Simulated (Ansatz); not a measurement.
A series of calculations on BH$_{3}$SOF$_{2}$

**1. Relaxation**

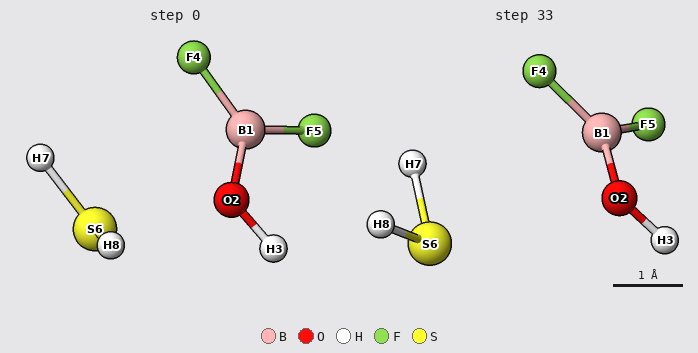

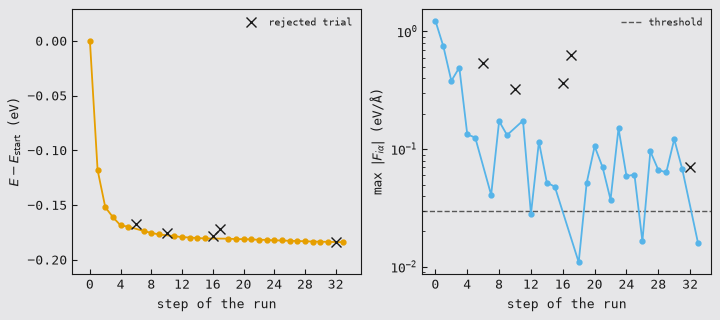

First and last geometry of a relaxation of BH3SOF2, with the history of the run. A ball-and-stick model, seen at a tilt.

The run prepares an end point of a later path (reaction) calculation, from a guessed geometry.

All numbers below come from RHF/def2-SVP in Ansatz.

Input
```yaml
crystal:
  periodic: [false, false, false]
  atoms:
    - { symbol: B, position_ang: [-0.020897, -0.232696, 0.158452] }
    - { symbol: O, position_ang: [-0.306185, -0.593162, 1.447964] }
    - { symbol: H, position_ang: [-1.223424, -0.747996, 1.616562] }
    - { symbol: F, position_ang: [1.220812, -0.049531, -0.194001] }
    - { symbol: F, position_ang: [-0.961206, -0.168443, -0.751083] }
    - { symbol: S, position_ang: [-0.079947, 2.623263, 1.360334] }
    - { symbol: H, position_ang: [1.233023, 2.702503, 1.125657] }
    - { symbol: H, position_ang: [0.030123, 1.494361, 2.126815] }
basis:
  gaussian: { orbitals: def2-SVP }
hamiltonian:
  xc: hf
relax:
  f_tol: 0.03
  max_steps: 50
```

Launched with:
```bash
ansatz run input.yaml --threads 1 --pin off --max-ram 2048MiB --backend cpu --events-out ev --progress --plain --runs-dir out
```

Read the history and describe the run.

Answer. It converged. The energy falls by 0.184 eV in 28 accepted moves (33 points after the start). The largest force component goes from 1.2 to 0.016 eV/Å. The line search rejected the trial steps at points 6, 10, 16, 17, 32 of the run. The forces were under the threshold at step 12, but the run went on from there. The atom that moves furthest after the best rigid fit is H8 (1.20 Å). By element the largest moves are H 1.20 Å, O 0.60 Å, F 0.42 Å, S 0.34 Å, B 0.20 Å. Among the contacts that change: B1–O2 1.369 → 1.332 Å, S6–H8 1.369 → 1.335 Å, B1–F5 1.310 → 1.315 Å, B1–F4 1.304 → 1.309 Å.

Limits of the set-up: the start holds two separate molecules, 2.2 Å apart at their closest, whose relative position is a soft coordinate and is computed without a dispersion correction; Hartree-Fock leaves out electron correlation.

**2. Relaxation**

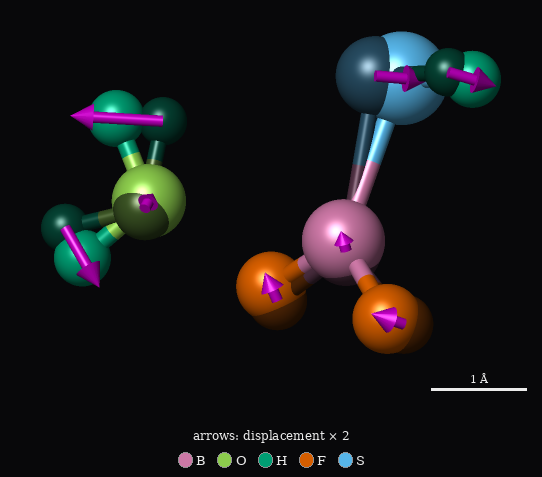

This is a relaxation of BH$_{3}$SOF$_{2}$. The starting structure is drawn faded, the final one solid; purple arrows show the displacements, magnified 2 times. The two geometries are superimposed by the best rigid fit.

Style: ball-and-stick. Shown at a tilt.

The run prepares an end point of a later path (reaction) calculation, from a guessed geometry.

Level of theory: Ansatz 0.2.0, RHF/def2-SVP.

The input:
```yaml
crystal:
  periodic: [false, false, false]
  atoms:
    - { symbol: B, position_ang: [0.077757, 0.639357, -0.212904] }
    - { symbol: O, position_ang: [-0.226273, -0.34828, 2.181876] }
    - { symbol: H, position_ang: [-1.026352, -0.823532, 2.350548] }
    - { symbol: F, position_ang: [1.218699, 0.066322, -0.464871] }
    - { symbol: F, position_ang: [-1.030549, 0.083144, -0.619603] }
    - { symbol: S, position_ang: [-0.008233, 2.350157, 0.52513] }
    - { symbol: H, position_ang: [1.302792, 2.48258, 0.735861] }
    - { symbol: H, position_ang: [-0.415541, 0.578552, 2.394663] }
basis:
  gaussian: { orbitals: def2-SVP }
hamiltonian:
  xc: hf
relax:
  f_tol: 0.03
  max_steps: 50
```

Command:
```bash
ansatz run input.yaml --threads 1 --pin off --max-ram 2048MiB --backend cpu --events-out ev --progress --plain --runs-dir out
```

> Atoms of which element are displaced furthest, and by how much?

Hydrogen: up to 0.49 Å, against 0.29 Å for sulfur.

> What happened in the run?

The energy falls by 0.103 eV in 9 accepted moves (11 points after the start). Largest force component: 1.3 eV/Å at the start, 0.03 eV/Å at the end. The line search rejected the trial steps at points 2, 10 of the run. The atom that moves furthest after the best rigid fit is H8 (0.49 Å). By element the largest moves are H 0.49 Å, S 0.29 Å, F 0.20 Å, O 0.12 Å, B 0.11 Å. Near-neighbour distances that change, for instance: B1–S6 1.865 → 1.824 Å, O2–H8 0.970 → 0.946 Å, B1–F5 1.305 → 1.312 Å, B1–F4 1.301 → 1.308 Å.

Limits of the set-up: the start holds two separate molecules, 2.6 Å apart at their closest, whose relative position is a soft coordinate and is computed without a dispersion correction; Hartree-Fock leaves out electron correlation.

**3. Path**

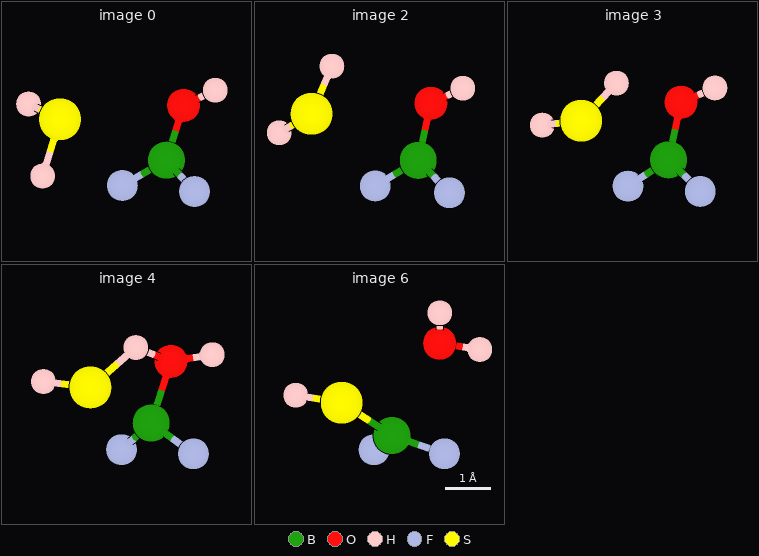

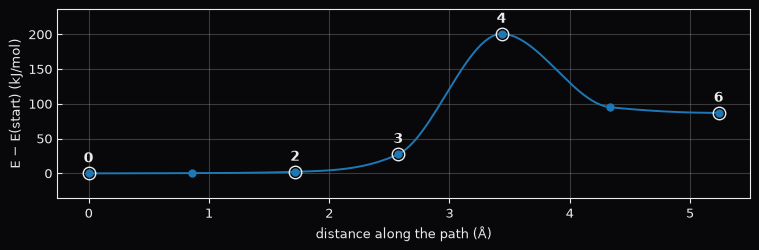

A search for the minimum-energy path of BH3SOF2, made up at the start of BHOF₂ and H₂S by the nudged elastic band. Images are numbered from 0 (start) to 6 (end). Style: ball-and-stick. Shown at a tilt.

Level of theory: RHF/def2-SVP (Ansatz 0.2.0). Settings: 5 movable images; climbing image; force threshold 0.05 eV/Å; iteration limit 60; starting path through a guess of the saddle point.

Describe the mechanism and the energy profile.

Forward barrier 200.8 kJ/mol, backward barrier 113.7 kJ/mol, with image 4 at the top; the reaction energy is +87.1 kJ/mol. Breaking: B–O (1.33 → 2.49 Å), H–S (1.33 → 3.32 Å). Forming: B–S (3.41 → 1.82 Å), H–O (3.79 → 0.95 Å). The band converged in 25 iterations. The largest component of the band force went from 110 to 0.045 eV/Å. The climbing image converged on the top of the path. Its vibrational analysis gives one imaginary mode (1764i cm⁻¹), as a transition state must have.

Limits of the set-up: the start holds two separate molecules, 3.3 Å apart at their closest, whose relative position is a soft coordinate and is computed without a dispersion correction; Hartree-Fock leaves out electron correlation.
